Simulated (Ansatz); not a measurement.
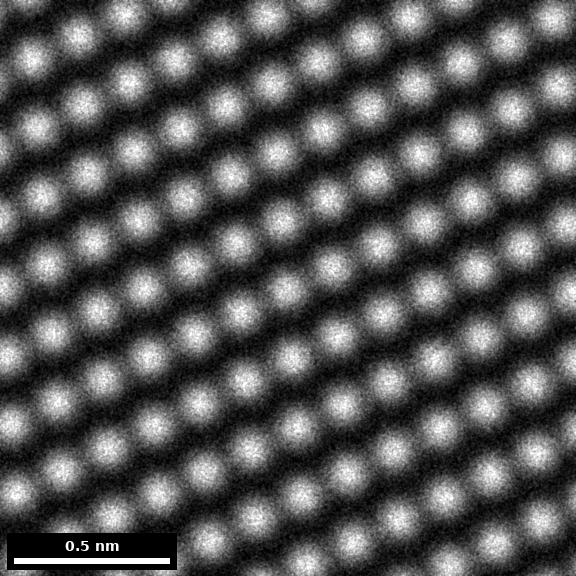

Z-contrast image of Sn (I4_1/amd, No. 141). The image is simulated as a sum over atoms of Z^1.7, blurred by a 1.08 Å probe (no channelling). The probe carries 15 % of its weight in a tail 2.5 times as wide. Shot noise was added. Structure used: the input geometry of an electronic-structure calculation (not necessarily at equilibrium).

```xyz
4
Lattice="5.7894 0.0000 0.0000 0.0000 5.7894 0.0000 0.0000 0.0000 3.2804" Properties=species:S:1:pos:R:3 pbc="T T T"
Sn    0.0000    2.8947    0.8201
Sn    0.0000    0.0000    0.0000
Sn    2.8947    0.0000    2.4603
Sn    2.8947    2.8947    1.6402
```

> Which beam direction gives this image, [102], [201], [110] or [100]? (Directions equivalent by symmetry count as one.)

[110]. The projected cells are 2.17 × 3.09 Å, 111° for [102]; 1.58 × 3.00 Å, 105° for [201]; 1.64 × 2.21 Å, 112° for [110]; 3.28 × 3.33 Å, 120° for [100], and the image repeats as the [110] one does.
